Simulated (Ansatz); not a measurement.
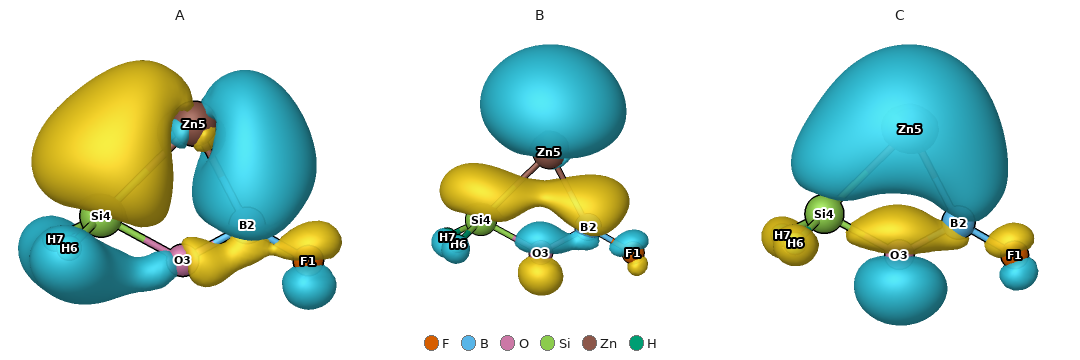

Figure. BFH$_{2}$OSiZn (SMILES F[B]1O[SiH2][Zn]1). Three frontier orbitals at ±0.08 Å⁻³ᐟ² (yellow and cyan are the two phases), in no order.

Geometry: PBE0-D4/def2-TZVP.

Computed with Ansatz 0.2.0, RKS PBE0-D4/def2-TZVPP.

```xyz
7

F     0.2437   -2.2714    1.5140
B     0.4735   -1.2455    0.7240
O    -0.4978   -0.3579    0.4067
Si   -0.2344    1.0015   -0.6281
Zn    1.8753   -0.1737   -0.4646
H    -0.6321    2.1907    0.1762
H    -1.2283    0.8563   -1.7282
```

**Order the three orbitals by energy and name them.**

C is the HOMO−1 (−8.02 eV). It lies mainly on Zn5 (about 45 %), O3 (about 25 %), Si4 (about 15 %) and B2 (about 10 %). A is the HOMO (−6.15 eV). Its weight (Hirshfeld) is mainly on Si4 (about 35 %), Zn5 (about 30 %) and B2 (about 25 %). B is the LUMO (−2.34 eV). It lies mainly on Zn5 (about 65 %), B2 (about 10 %), Si4 (about 10 %) and O3 (about 5 %).

**What is the HOMO–LUMO gap?**

3.81 eV between the orbital energies.
